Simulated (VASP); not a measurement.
# SnAu under strain

Aim: follow the pressure of SnAu through compression, expansion and shear. All runs use r2SCAN. Left out of this account: 1 further run (self-consistent run: a reference on another mesh). The start is a cell from a database of measured crystal structures.

Main program and level: VASP 6.6.1; r2SCAN; plane waves and PAW (Sn_d, Au).

### Step 1. Set-up

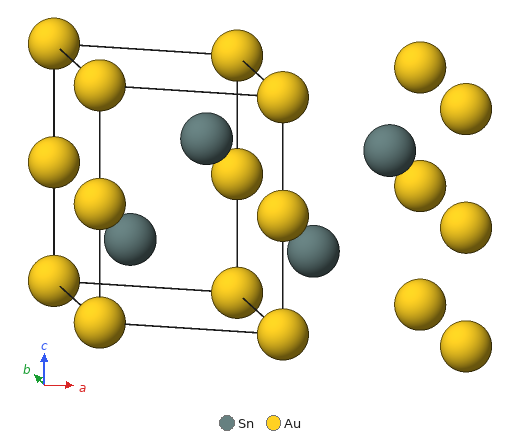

Start, viewed slightly off an axis; tin teal, gold yellow. 2×1×1 cells are drawn. Some periodic images of atoms are drawn too.

### Step 2. Bands, cell as listed

The mesh alone shows little of the dispersion and can miss band extrema, so KPOINTS_OPT adds a path through the symmetry points after the self-consistent cycle. r2SCAN adds the kinetic-energy density, costs more than a GGA and is run with LASPH.

File INCAR:

```
SYSTEM = SnAu
PREC = Accurate
ENCUT = 400
EDIFF = 1E-06
NELM = 100
ISMEAR = -1
SIGMA = 0.05
LREAL = .FALSE.
ALGO = Normal
METAGGA = R2SCAN
LASPH = .TRUE.
NBANDS = 39
LORBIT = 11
LWAVE = .FALSE.
LCHARG = .FALSE.
KPAR = 4
```

File POSCAR:

```
SnAu
1.0
    4.3230000000      0.0000000000      0.0000000000
   -2.1615000000      3.7438278206      0.0000000000
    0.0000000000      0.0000000000      5.5230000000
Sn Au
2 2
Direct
    0.3333333333      0.6666666667      0.2500000000
    0.6666666667      0.3333333333      0.7500000000
    0.0000000000      0.0000000000      0.0000000000
    0.0000000000      0.0000000000      0.5000000000
```

File KPOINTS:

```
Automatic mesh
0
Gamma
8 8 6
0 0 0
```

File KPOINTS_OPT:

```
Line mode
16
Line-mode
Reciprocal
  0.00000000   0.00000000   0.00000000 GAMMA
  0.50000000   0.00000000   0.00000000 M

  0.50000000   0.00000000   0.00000000 M
  0.33333333   0.33333333   0.00000000 K

  0.33333333   0.33333333   0.00000000 K
  0.00000000   0.00000000   0.00000000 GAMMA

  0.00000000   0.00000000   0.00000000 GAMMA
  0.00000000   0.00000000   0.50000000 A

  0.00000000   0.00000000   0.50000000 A
  0.50000000   0.00000000   0.50000000 L

  0.50000000   0.00000000   0.50000000 L
  0.33333333   0.33333333   0.50000000 H

  0.33333333   0.33333333   0.50000000 H
  0.00000000   0.00000000   0.50000000 A

  0.50000000   0.00000000   0.50000000 L
  0.50000000   0.00000000   0.00000000 M

  0.33333333   0.33333333   0.00000000 K
  0.33333333   0.33333333   0.50000000 H
```

Potentials, in the order of the species: Sn_d and Au (PBE family, release 64).

Started as:

```bash
mpirun -np 4 vasp_std
```

What it wrote:

```text
[banner, memory and clock lines left out]
running    4 mpi-ranks, on    1 nodes
 distrk:  each k-point on    1 cores,    4 groups
 distr:  one band on    1 cores,    1 groups

 POSCAR found type information on POSCAR SnAu
 POSCAR found :  2 types and       4 ions
|                                                                             |
|               ----> ADVICE to this user running VASP <----                  |
|                                                                             |
|     You enforced a specific xc type in the INCAR file but a different       |
|     [... a line on the potential file left out ...]
|     I HOPE YOU KNOW WHAT YOU ARE DOING!                                     |
|                                                                             |

 LDA part: xc-table for (None), standard interpolation
 POSCAR, INCAR and KPOINTS ok, starting setup
 FFT: planning ... GRIDC
 FFT: planning ... GRID_SOFT
 FFT: planning ... GRID
 WAVECAR not read
 entering main loop
       N       E                     dE             d eps       ncg     rms          rms(c)
DAV:   1     0.329082737409E+03    0.32908E+03   -0.20169E+04  3577   0.162E+03
DAV:   2    -0.100968126837E+03   -0.43005E+03   -0.40184E+03  3135   0.498E+02
DAV:   3    -0.161766574822E+03   -0.60798E+02   -0.59612E+02  3470   0.142E+02
DAV:   4    -0.164148780442E+03   -0.23822E+01   -0.23789E+01  3632   0.301E+01
DAV:   5    -0.164222150630E+03   -0.73370E-01   -0.73365E-01  4113   0.547E+00    0.122E+01
DAV:   6    -0.151311049129E+03    0.12911E+02   -0.95378E+00  3541   0.236E+01    0.983E+00
DAV:   7    -0.151208736484E+03    0.10231E+00   -0.42576E-01  3675   0.446E+00    0.558E+00
DAV:   8    -0.151219256713E+03   -0.10520E-01   -0.13645E-01  3714   0.223E+00    0.782E-01
DAV:   9    -0.151208473023E+03    0.10784E-01   -0.29701E-02  3541   0.133E+00    0.119E-01
DAV:  10    -0.151209191036E+03   -0.71801E-03   -0.31592E-03  3576   0.253E-01    0.811E-02
DAV:  11    -0.151209300685E+03   -0.10965E-03   -0.20518E-04  3982   0.104E-01    0.349E-02
DAV:  12    -0.151209290281E+03    0.10403E-04   -0.12549E-05  3866   0.214E-02    0.997E-03
DAV:  13    -0.151209286966E+03    0.33149E-05   -0.74453E-06  3269   0.185E-02    0.325E-03
DAV:  14    -0.151209286878E+03    0.88852E-07   -0.43635E-07  2050   0.430E-03
   1 F= -.15120929E+03 E0= -.15120571E+03  d E =-.716045E-02
 Start KPOINTS_OPT (optional k-point list driver)
k-point batch [1-40\144]
       N       E                     dE             ncg
DAV:   1     0.130351161781E+05   -0.27259E+05     3517
DAV:   2    -0.439415206788E+04   -0.17429E+05     3171
DAV:   3    -0.683198979660E+04   -0.24378E+04     3484
DAV:   4    -0.692993663949E+04   -0.97947E+02     3655
DAV:   5    -0.693303371710E+04   -0.30971E+01     4179
DAV:   6    -0.693312487017E+04   -0.91153E-01     4073
DAV:   7    -0.693312859600E+04   -0.37258E-02     4463
DAV:   8    -0.693312862566E+04   -0.29663E-04     3419
DAV:   9    -0.693312862628E+04   -0.61729E-06     2275
[...]
k-point batch [121-144\144]
       N       E                     dE             ncg
DAV:   1     0.241398093426E+05   -0.24861E+05     2171
DAV:   2     0.137596697724E+05   -0.10380E+05     1872
DAV:   3     0.123042706150E+05   -0.14554E+04     2131
DAV:   4     0.122477957306E+05   -0.56475E+02     2159
DAV:   5     0.122460007384E+05   -0.17950E+01     2614
DAV:   6     0.122459545444E+05   -0.46194E-01     2375
DAV:   7     0.122459528235E+05   -0.17209E-02     2771
DAV:   8     0.122459528092E+05   -0.14265E-04     1896
DAV:   9     0.122459528088E+05   -0.38261E-06     1378
```

It took 2.1 min on 4 MPI ranks of Intel Xeon 6975P-C (Granite Rapids), shared host; peak memory 1 GiB; 8.2 min of CPU time.

Lines that name or quote the potential files are left out of all logs, and their timing lines are given in words.

Parts of OUTCAR (step 2):

```text
ion  position               nearest neighbor table
   1  0.333  0.667  0.250-   3 2.85   4 2.85   3 2.85   4 2.85   3 2.85   4 2.85   2 3.72   2 3.72
                             2 3.72   2 3.72   2 3.72   2 3.72
   2  0.667  0.333  0.750-   3 2.85   4 2.85   3 2.85   4 2.85   3 2.85   4 2.85   1 3.72   1 3.72
                             1 3.72   1 3.72   1 3.72   1 3.72
   3  0.000  0.000  0.000-   4 2.76   4 2.76   1 2.85   2 2.85   2 2.85   1 2.85   2 2.85   1 2.85

  LATTYP: Found a hexagonal cell.
 ALAT       =     4.3230000000
 C/A-ratio  =     1.2775850104

 Subroutine GETGRP returns: Found 24 space group operations
 (whereof 12 operations were pure point group operations)

The static configuration has the point symmetry D_3d.
 The point group associated with its full space group is D_6h.

 Found     40 irreducible k-points:

   k-points           NKPTS =     40   k-points in BZ     NKDIM =     40   number of bands    NBANDS=     39

   dimension x,y,z NGX =    28 NGY =   28 NGZ =   36
   dimension x,y,z NGXF=    56 NGYF=   56 NGZF=   72

   ENCUT  =  400.0 eV  29.40 Ry    5.42 a.u.   7.05  7.05  9.01*2*pi/ulx,y,z

   NELECT =      50.0000    total number of electrons

 k-points in reciprocal lattice and weights: Automatic mesh
   0.00000000  0.00000000  0.00000000       0.003
   0.12500000 -0.00000000  0.00000000       0.016
   0.25000000 -0.00000000  0.00000000       0.016
   0.37500000  0.00000000  0.00000000       0.016
   0.50000000 -0.00000000  0.00000000       0.008
   0.12500000  0.12500000  0.00000000       0.016
   0.25000000  0.12500000  0.00000000       0.031
   0.37500000  0.12500000  0.00000000       0.031
   0.25000000  0.25000000  0.00000000       0.016
[...]
0.25000000  0.25000000  0.50000000       0.016
   0.37500000  0.25000000  0.50000000       0.016

 average (electrostatic) potential at core
       1-104.1785       2-104.1785       3 -71.2902       4 -71.2902

 E-fermi :   8.6606

 k-point     1 :       0.0000    0.0000    0.0000
  band No.  band energies     occupation
    ...
     19       3.5182      2.00000
     20       3.5182      2.00000
     21       4.5284      2.00000
     22       4.5284      2.00000
     23       7.6054      2.00000
     24       9.4505      0.00000
     25       9.4506      0.00000
     26      11.7843      0.00000
     27      11.9237      0.00000
     28      12.0821      0.00000
    ...

 k-point     2 :       0.1250   -0.0000    0.0000
  band No.  band energies     occupation
    ...
     20       3.5505      2.00000
     21       4.5157      2.00000
     22       4.5293      2.00000
     23       7.5586      2.00000
     24       7.8188      2.00000
     25       8.8632      0.03422
     26      10.6946      0.00000
     27      12.4874      0.00000
     28      12.7860      0.00000
     29      13.0278      0.00000
    ...

 k-point     3 :       0.2500   -0.0000    0.0000
  band No.  band energies     occupation
    ...
     21       4.4882      2.00000
     22       4.5319      2.00000
     23       5.7547      2.00000
     24       7.3944      2.00000
     25       7.8145      2.00000
     26       9.5889      0.00000
     27      11.4203      0.00000
     28      13.0837      0.00000
     29      13.0928      0.00000
     30      13.8410      0.00000
    ...

  Total        1.4380971      1.4380971      1.9957017      0.0000000      0.0000000      0.0000000
  in kB       25.7764224     25.7764224     35.7709154      0.0000000      0.0000000      0.0000000
  external PRESSURE =      29.1079201 kB  Pullay stress =       0.0000000 kB

  energy-cutoff  :      400.00
  volume of cell :       89.39
      direct lattice vectors                 reciprocal lattice vectors
     4.323000000  0.000000000  0.000000000     0.231320842  0.133553150  0.000000000
    -2.161500000  3.743827821  0.000000000     0.000000000  0.267106301  0.000000000
     0.000000000  0.000000000  5.523000000     0.000000000  0.000000000  0.181061018

 POSITION                                       TOTAL-FORCE (eV/Angst)
 -----------------------------------------------------------------------------------
     -0.00000      2.49589      1.38075         0.000000      0.000000      0.000000
      2.16150      1.24794      4.14225        -0.000000      0.000000      0.000000
      0.00000      0.00000      0.00000        -0.000000      0.000000      0.000000
      0.00000      0.00000      2.76150        -0.000000      0.000000      0.000000
 -----------------------------------------------------------------------------------
    total drift:                               -0.000000      0.000000      0.000000

  FREE ENERGIE OF THE ION-ELECTRON SYSTEM (eV)
  ---------------------------------------------------
  free  energy   TOTEN  =      -151.2092868776 eV

  energy  without entropy=     -151.2021264315  energy(sigma->0) =     -151.20570665

 total charge
# of ion       s       p       d       tot
------------------------------------------
    1        1.174   1.045  10.007  12.226
    2        1.174   1.045  10.007  12.226
    3        0.651   0.442   8.694   9.787
    4        0.651   0.442   8.694   9.787
--------------------------------------------------
tot          3.651   2.973  37.401  44.026

[... 3 further parts left out ...]
```

Spin-orbit coupling is off here; with elements this heavy it splits and shifts levels by tenths of an eV or more. The PAW data sets were made with PBE, which is usual practice but a small mismatch for other functionals. At this level the cell is under a pressure of 2.9 GPa, so at these settings it is away from equilibrium.

Numbers from this step:

```yaml
electronic_steps: 14
electrons: 50
bands: 39
irreducible_k_points: 40
symmetry_operations: 24
free_energy_toten: -151.2093 eV
energy_at_zero_smearing: -151.2057 eV
fermi_energy: 8.661 eV
pressure: 2.911 GPa
metallic: yes
```

The electronic bands at the labelled points (eV, zero at the Fermi level; # counts the bands kept, so #1 is VASP's band 11):

```
    point    #12    #13    #14    #15    #16   #17   #18   #19
        Γ  -4.13  -1.06   0.79   0.79   3.12  3.26  3.42  3.42
        M  -4.12  -2.29  -2.10  -2.05  -1.16  0.73  3.87  5.03
        K  -4.17  -4.17  -1.45  -0.33  -0.33  1.08  1.08  1.54
        Γ  -4.13  -1.06   0.79   0.79   3.12  3.26  3.42  3.42
        A  -5.25   0.16   0.16   2.59   2.59  2.59  2.59  4.90
        L  -4.84  -4.21  -4.21   0.48   0.48  1.76  1.76  5.02
        H  -5.10  -3.52  -3.52  -2.50  -2.50  5.23  5.23  6.22
        A  -5.25   0.16   0.16   2.59   2.59  2.59  2.59  4.90
jump to L  -4.84  -4.21  -4.21   0.48   0.48  1.76  1.76  5.02
        M  -4.12  -2.29  -2.10  -2.05  -1.16  0.73  3.87  5.03
jump to K  -4.17  -4.17  -1.45  -0.33  -0.33  1.08  1.08  1.54
        H  -5.10  -3.52  -3.52  -2.50  -2.50  5.23  5.23  6.22
```

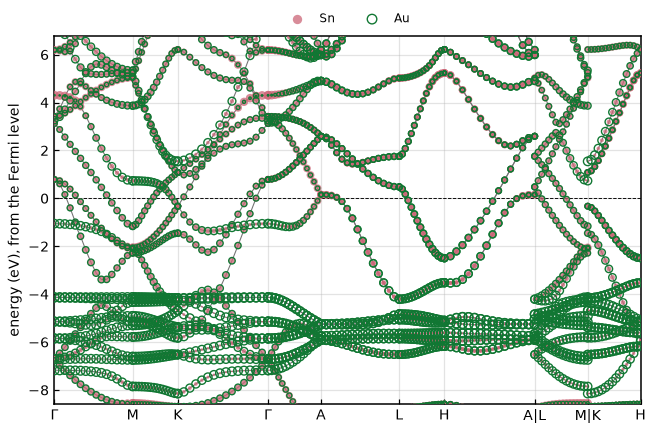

Electronic bands along the path; dots are coloured as in the legend, and their area grows with the weight.

There is no gap at this level.

(Part 1 of 4 ends here.)

[Lines on the potential files, build, host, timing and source positions are cut from VASP's logs without a mark.]

[Logs are printed without paths, hosts, clocks, repeated set-up lines and the standing remarks that a program may print on its own settings, such as how far it seeks lower states.]

[Hosts, paths, dates, database ids (printed as entryN), source tags and the programs' standing remarks are cut or masked in the printed files.]

[A measured line is paired with the nearest computed mode of its activity, which favours agreement.]
